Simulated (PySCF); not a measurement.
**CHClF2O2S: electronic excitations and core binding energies**

Wanted: the electronic excitations and core binding energies of CHClF2O2S (`O=S(=O)(Cl)C(F)F`), by calculation.

Computed with PySCF 2.14.0, with density-fitted response routines of our own, on a single molecule in the gas phase. Atoms count from 0, in the outputs and in this text.

## (1) The starting structure

8 atoms, charge 0, multiplicity 1; geometry from: GFN2-xTB.

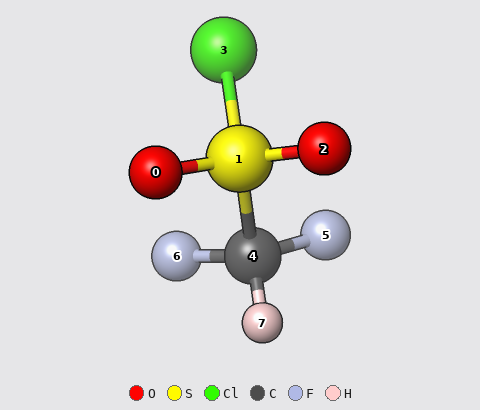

As it starts; oxygen red, sulfur yellow, chlorine green, carbon dark grey, fluorine light blue, hydrogen pink, atoms numbered; sticks join atoms by distance.

## (2) Ultraviolet spectrum: B3LYP/def2-SVPD

Job settings and geometry (Å):

```
{"job": {"kind": "uv", "xc": "B3LYP", "basis": "def2-SVPD", "nstates": 8, "ntriplets": 3}, "charge": 0, "multiplicity": 1}
O     -1.309566    -0.905521    -1.153318
S     -0.906642    -0.199453     0.012488
O     -1.322527    -0.658494     1.291656
Cl    -1.416974     1.736296    -0.185984
C      0.954934    -0.089234     0.011080
F      1.285265     0.707832     1.022729
F      1.296436     0.490198    -1.135849
H      1.428131    -1.072211     0.112633
```

With the program's defaults for keys left out, this is: TDDFT B3LYP/def2-SVPD, vertical, gas phase, core orbitals frozen in the response.

On the command line:

```console
$ OMP_NUM_THREADS=1 python probes_run.py task.json out
```

The driver reads the jobs from task.json and runs them one after another.

What it wrote:

```text
coarse grid: 9304 points
cycle   1  E = -1246.1511689558  dE =  1.907e+00  |g| = 1.338e+00  |ddm| = 3.887e+00
cycle   2  E = -1244.6147706023  dE =  1.536e+00  |g| = 3.130e+00  |ddm| = 3.954e+00
cycle   3  E = -1246.4793667961  dE = -1.865e+00  |g| = 2.488e-01  |ddm| = 3.011e+00
cycle   4  E = -1246.4861607689  dE = -6.794e-03  |g| = 1.927e-01  |ddm| = 4.943e-01
cycle   5  E = -1246.4937556058  dE = -7.595e-03  |g| = 2.439e-02  |ddm| = 1.901e-01
cycle   6  E = -1246.4938904327  dE = -1.348e-04  |g| = 6.582e-03  |ddm| = 3.537e-02
cycle   7  E = -1246.4938988582  dE = -8.426e-06  |g| = 1.601e-03  |ddm| = 7.869e-03
final grid: 85696 points
cycle   8  E = -1246.6376829230  dE = -1.802e-05  |g| = 5.602e-03  |ddm| = 3.903e-02
cycle   9  E = -1246.6376740652  dE =  8.858e-06  |g| = 8.897e-03  |ddm| = 1.254e-02
cycle  10  E = -1246.6376886266  dE = -1.456e-05  |g| = 1.252e-03  |ddm| = 7.653e-03
cycle  11  E = -1246.6376889338  dE = -3.072e-07  |g| = 2.895e-04  |ddm| = 1.442e-03
cycle  12  E = -1246.6376889473  dE = -1.348e-08  |g| = 1.124e-04  |ddm| = 3.137e-04
cycle  13  E = -1246.6376889494  dE = -2.138e-09  |g| = 4.675e-05  |ddm| = 1.340e-04
cycle  14  E = -1246.6376889498  dE = -3.770e-10  |g| = 1.367e-05  |ddm| = 4.684e-05
converged SCF energy = -1246.6376889498

Static polarisability (au): isotropic 57.200, principal 51.888 54.737 64.974

Singlet excitations
state   eV       nm        f      main configurations
  1   5.6710    218.6   0.00466   H->L 0.98
  2   6.2600    198.1   0.06723   H-1->L 0.87
  3   6.4692    191.7   0.00254   H-2->L 0.98
  4   6.4998    190.8   0.01893   H-3->L 0.93
  5   7.3486    168.7   0.00338   H-5->L 0.97
  6   7.6536    162.0   0.10440   H-4->L 0.80
  7   7.9703    155.6   0.00068   H->L+1 0.95
  8   8.3403    148.7   0.00882   H-1->L+1 0.89

Triplet excitations (Tamm-Dancoff, eV): 5.0663 5.4254 5.7762
```

It took 38 s on 1 thread of Arm Neoverse N1, shared host; peak memory 0.69 GiB.

Frontier orbitals and where they lie:

```tsv
orbital	eV	atoms
HOMO−3	-10.28	Cl3 78 %, S1 7 %, O2 5 %
HOMO−2	-10.26	O0 37 %, O2 37 %, Cl3 11 %
HOMO−1	-9.70	O0 22 %, O2 22 %, Cl3 13 %
HOMO	-9.40	Cl3 42 %, O0 28 %, O2 28 %
LUMO	-2.49	Cl3 42 %, S1 25 %, C4 10 %
LUMO+1	-0.15	S1 32 %, Cl3 18 %, C4 12 %
LUMO+2	0.10	S1 28 %, H7 22 %, C4 18 %
```

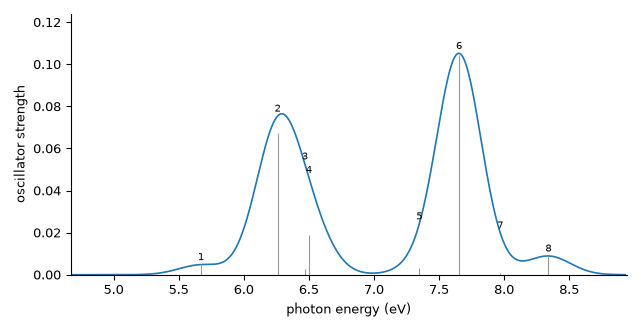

Absorption spectrum from the 8 singlet states computed; above the last one it falls off for lack of states. Lines are broadened to a width of 0.40 eV (Gaussian).

Further results of this job:

```tsv
property	computed
dipole moment (D)	2.23
polarisability (Å³)	8.48
HOMO–LUMO gap (eV)	6.91
−ε(HOMO) (eV)	9.40
```

## (3) Core-electron binding energies: SCAN, X2C

Same as in step 2 but for these lines:

```diff
@@ -1,2 +1,2 @@
-{"job": {"kind": "uv", "xc": "B3LYP", "basis": "def2-SVPD", "nstates": 8, "ntriplets": 3}, "charge": 0, "multiplicity": 1}
+{"job": {"kind": "xps"}, "charge": 0, "multiplicity": 1}
 O     -1.309566    -0.905521    -1.153318
```

With the program's defaults for keys left out, this is: delta-SCF UKS SCAN, pcX-2 on the ionised atom, pcseg-1 elsewhere, spin-free X2C.

What it wrote:

```text
ground state, core basis on atom 0 (O), 142 functions
  cycle   1  E = -1249.23467201  |g| = 1.33e+00
  cycle   2  E = -1247.05125654  |g| = 3.54e+00
  cycle   3  E = -1249.52474045  |g| = 3.71e-01
  cycle   4  E = -1249.53816053  |g| = 3.14e-01
  cycle   5  E = -1249.55617976  |g| = 1.01e-01
  cycle   6  E = -1249.55788633  |g| = 4.42e-02
  cycle   7  E = -1249.55827705  |g| = 8.82e-03
  cycle   8  E = -1249.55828816  |g| = 2.75e-03
  cycle   9  E = -1249.55828915  |g| = 8.57e-04
  cycle  10  E = -1249.55829148  |g| = 1.54e-04
  E(ground) = -1249.58068040 Eh
hole in O 1s of atom 0
  cycle   1  E = -1228.91147136  |g| = 2.23e+00
  cycle   2  E = -1227.98313415  |g| = 2.46e+00
  cycle   3  E = -1229.46847042  |g| = 8.32e-01
  cycle   4  E = -1229.50340202  |g| = 7.94e-01
  cycle   5  E = -1229.72526074  |g| = 1.95e-01
  cycle   6  E = -1229.74161288  |g| = 9.87e-02
  cycle   7  E = -1229.74667363  |g| = 2.29e-02
  cycle   8  E = -1229.74688371  |g| = 7.43e-03
  cycle   9  E = -1229.74690184  |g| = 3.23e-03
  cycle  10  E = -1229.74690578  |g| = 8.05e-04
  cycle  11  E = -1229.74690699  |g| = 5.74e-04
  cycle  12  E = -1229.74690526  |g| = 2.44e-04
  E(ion) = -1229.77064757 Eh   <S^2> = 0.7652   hole on atom = 1.000   binding energy = 539.058 eV
ground state, core basis on atom 1 (S), 153 functions
  cycle   1  E = -1249.72953675  |g| = 4.25e-01
  cycle   2  E = -1249.71974255  |g| = 2.59e-01
  cycle   3  E = -1249.70830369  |g| = 3.51e-01
  cycle   4  E = -1249.73169902  |g| = 4.88e-02
  cycle   5  E = -1249.73216129  |g| = 1.38e-02
  cycle   6  E = -1249.73219335  |g| = 5.20e-03
  cycle   7  E = -1249.73219780  |g| = 1.36e-03
  cycle   8  E = -1249.73220021  |g| = 6.15e-04
  cycle   9  E = -1249.73219915  |g| = 2.03e-04
  E(ground) = -1249.74059781 Eh
hole in S 1s of atom 1
  cycle   1  E = -1157.25714311  |g| = 5.08e+00
  cycle   2  E = -1155.88363776  |g| = 3.18e+00
  cycle   3  E = -1156.21197010  |g| = 2.15e+00
  cycle   4  E = -1158.27225004  |g| = 6.83e-01
  cycle   5  E = -1158.18686531  |g| = 6.78e-01
  cycle   6  E = -1158.43787167  |g| = 1.24e-01
  cycle   7  E = -1158.44357464  |g| = 6.94e-02
  cycle   8  E = -1158.44562609  |g| = 1.65e-02
  cycle   9  E = -1158.44573929  |g| = 7.05e-03
  cycle  10  E = -1158.44575808  |g| = 3.18e-03
  cycle  11  E = -1158.44576258  |g| = 1.52e-03
  cycle  12  E = -1158.44576300  |g| = 5.09e-04
  cycle  13  E = -1158.44576419  |g| = 1.43e-04
  E(ion) = -1158.44623545 Eh   <S^2> = 0.7518   hole on atom = 1.000   binding energy = 2484.246 eV
hole in S 2p of atom 1
  cycle   1  E = -1242.83259104  |g| = 1.55e+00
  cycle   2  E = -1241.49312172  |g| = 2.34e+00
  cycle   3  E = -1243.02597467  |g| = 7.38e-01
  cycle   4  E = -1243.23777527  |g| = 2.45e-01
  cycle   5  E = -1243.25024348  |g| = 1.44e-01
  cycle   6  E = -1243.25908736  |g| = 6.18e-02
  cycle   7  E = -1243.26116682  |g| = 2.09e-02
  cycle   8  E = -1243.26134870  |g| = 5.98e-03
  cycle   9  E = -1243.26136547  |g| = 2.84e-03
  cycle  10  E = -1243.26136467  |g| = 1.92e-03
  cycle  11  E = -1243.26136505  |g| = 1.16e-03
  cycle  12  E = -1243.26136806  |g| = 2.04e-04
  E(ion) = -1243.27705592 Eh   <S^2> = 0.7547   hole on atom = 1.001   binding energy = 175.882 eV
  2p3/2 = 175.376 eV   2p1/2 = 176.610 eV
ground state, core basis on atom 3 (Cl), 153 functions
  cycle   1  E = -1249.70984609  |g| = 4.89e-01
  cycle   2  E = -1249.70775147  |g| = 1.30e-01
  cycle   3  E = -1249.69984758  |g| = 2.38e-01
  cycle   4  E = -1249.71080502  |g| = 2.74e-02
  cycle   5  E = -1249.71097162  |g| = 7.77e-03
  cycle   6  E = -1249.71098207  |g| = 2.79e-03
  cycle   7  E = -1249.71098433  |g| = 8.81e-04
  cycle   8  E = -1249.71098595  |g| = 3.52e-04
  E(ground) = -1249.72270280 Eh
hole in Cl 1s of atom 3
  cycle   1  E = -1144.45876638  |g| = 5.47e+00
  cycle   2  E = -1144.70298073  |g| = 2.29e+00
  cycle   3  E = -1144.85069847  |g| = 1.35e+00
  cycle   4  E = -1145.55608930  |g| = 6.26e-01
  cycle   5  E = -1145.68030044  |g| = 2.77e-01
  cycle   6  E = -1145.71263769  |g| = 5.75e-02
  cycle   7  E = -1145.71396697  |g| = 2.72e-02
  cycle   8  E = -1145.71401484  |g| = 2.55e-02
  cycle   9  E = -1145.71426718  |g| = 5.93e-03
  cycle  10  E = -1145.71428013  |g| = 2.66e-03
  cycle  11  E = -1145.71428369  |g| = 7.02e-04
  cycle  12  E = -1145.71428280  |g| = 5.25e-04
  cycle  13  E = -1145.71428339  |g| = 1.72e-04
  E(ion) = -1145.73273353 Eh   <S^2> = 0.7534   hole on atom = 1.000   binding energy = 2829.711 eV
hole in Cl 2p of atom 3
  cycle   1  E = -1241.59401400  |g| = 1.71e+00
  cycle   2  E = -1241.35194834  |g| = 1.46e+00
  cycle   3  E = -1241.83530947  |g| = 7.23e-01
  cycle   4  E = -1242.04425944  |g| = 2.57e-01
  cycle   5  E = -1242.06350753  |g| = 1.07e-01
  cycle   6  E = -1242.06935621  |g| = 2.35e-02
  cycle   7  E = -1242.06956472  |g| = 1.19e-02
  cycle   8  E = -1242.06958727  |g| = 1.04e-02
  cycle   9  E = -1242.06962914  |g| = 2.38e-03
  cycle  10  E = -1242.06963022  |g| = 6.83e-04
  cycle  11  E = -1242.06963207  |g| = 2.99e-04
  E(ion) = -1242.08855733 Eh   <S^2> = 0.7545   hole on atom = 1.001   binding energy = 207.736 eV
  2p3/2 = 207.132 eV   2p1/2 = 208.786 eV
ground state, core basis on atom 4 (C), 142 functions
  cycle   1  E = -1249.53369873  |g| = 6.58e-02
  cycle   2  E = -1249.53329438  |g| = 5.39e-02
  cycle   3  E = -1249.53371705  |g| = 3.54e-02
  cycle   4  E = -1249.53399531  |g| = 8.88e-03
  cycle   5  E = -1249.53400798  |g| = 3.12e-03
  cycle   6  E = -1249.53401140  |g| = 5.86e-04
  cycle   7  E = -1249.53401135  |g| = 2.94e-04
  E(ground) = -1249.55975323 Eh
hole in C 1s of atom 4
  cycle   1  E = -1238.04792393  |g| = 1.50e+00
  cycle   2  E = -1230.02898522  |g| = 3.74e+00
  cycle   3  E = -1237.97739023  |g| = 1.12e+00
  cycle   4  E = -1238.50851166  |g| = 5.56e-01
  cycle   5  E = -1238.58188964  |g| = 2.47e-01
  cycle   6  E = -1238.60524091  |g| = 9.09e-02
  cycle   7  E = -1238.60970300  |g| = 3.24e-02
  cycle   8  E = -1238.61013335  |g| = 1.90e-02
  cycle   9  E = -1238.61025852  |g| = 7.83e-03
  cycle  10  E = -1238.61028874  |g| = 3.76e-03
  cycle  11  E = -1238.61029347  |g| = 2.83e-03
  cycle  12  E = -1238.61029894  |g| = 7.12e-04
  cycle  13  E = -1238.61030034  |g| = 2.29e-04
  E(ion) = -1238.63722265 Eh   <S^2> = 0.7820   hole on atom = 1.000   binding energy = 297.217 eV
ground state, core basis on atom 5 (F), 142 functions
  cycle   1  E = -1249.56901508  |g| = 1.19e-01
  cycle   2  E = -1249.56848642  |g| = 7.52e-02
  cycle   3  E = -1249.56861041  |g| = 6.90e-02
  cycle   4  E = -1249.56925582  |g| = 9.64e-03
  cycle   5  E = -1249.56927420  |g| = 2.05e-03
  cycle   6  E = -1249.56927331  |g| = 7.03e-04
  cycle   7  E = -1249.56927173  |g| = 2.11e-04
  E(ground) = -1249.59727659 Eh
hole in F 1s of atom 5
  cycle   1  E = -1223.13940604  |g| = 2.58e+00
  cycle   2  E = -1221.12669491  |g| = 2.74e+00
  cycle   3  E = -1223.06931310  |g| = 1.37e+00
  cycle   4  E = -1223.94668289  |g| = 4.86e-01
  cycle   5  E = -1223.97440352  |g| = 3.54e-01
  cycle   6  E = -1224.02213072  |g| = 1.17e-01
  cycle   7  E = -1224.02613221  |g| = 6.20e-02
  cycle   8  E = -1224.02764814  |g| = 1.14e-02
  cycle   9  E = -1224.02768727  |g| = 7.05e-03
  cycle  10  E = -1224.02770976  |g| = 1.21e-03
  cycle  11  E = -1224.02771153  |g| = 4.99e-04
  E(ion) = -1224.06276810 Eh   <S^2> = 0.7573   hole on atom = 1.000   binding energy = 694.829 eV
```

Run time: 76 s. Hardware: 1 thread of Arm Neoverse N1, shared host; peak memory 0.44 GiB.

Binding energies by hole, beside the orbital energy of the ground state; the difference holds orbital relaxation and, for a density functional, its self-interaction error:

```tsv
hole	stands for	environment	ΔSCF (eV; 2p as the shell's mean)	−ε (eV)	⟨S²⟩
O1s on O0	O0, O2	S=O oxygen	539.06	517.8	0.765
S1s on S1	S1	sulfonyl sulfur	2484.25	2421.4	0.752
S2p on S1	S1	sulfonyl sulfur	175.79	163.9	0.755
Cl1s on Cl3	Cl3	chlorine bonded to S	2829.71	2765.0	0.753
Cl2p on Cl3	Cl3	chlorine bonded to S	207.68	194.8	0.755
C1s on C4	C4	sp3 CH bonded to 2 F and S	297.22	280.2	0.782
F1s on F5	F5, F6	fluorine of a CF2 group	694.83	668.8	0.757
```

Each hole run stands for the others of its class of like atoms.

With the spin-orbit splitting: S1 2p3/2 175.38, 2p1/2 176.61 eV; Cl3 2p3/2 207.13, 2p1/2 208.79 eV. The table gives each 2p level as the mean over the whole 2p shell (two parts 2p3/2, one part 2p1/2), which differs a little from the single hole in the log.

## (4) Outcome

| quantity | value |
| --- | --- |
| lowest singlet (B3LYP/def2-SVPD) | 5.67 eV (219 nm), f = 0.005 |
| brightest single state of those computed | state 6, 7.65 eV, f = 0.104 |
| lowest triplet | 5.07 eV |
| O1s binding energies, SCAN/pcX-2 | O0 539.06 eV |
| S1s binding energies, SCAN/pcX-2 | S1 2484.25 eV |
| S2p binding energies, SCAN/pcX-2 | S1 175.79 eV |
| Cl1s binding energies, SCAN/pcX-2 | Cl3 2829.71 eV |
| Cl2p binding energies, SCAN/pcX-2 | Cl3 207.68 eV |
| C1s binding energies, SCAN/pcX-2 | C4 297.22 eV |
| F1s binding energies, SCAN/pcX-2 | F5 694.83 eV |

What this shows: The first singlet state (HOMO→LUMO 0.98) lies at 5.67 eV and is weak; of the 8 states computed, the strongest absorption comes from state 6 at 7.65 eV. The lowest triplet lies 0.60 eV below the lowest singlet (triplets in Tamm-Dancoff, singlets in full TDDFT).
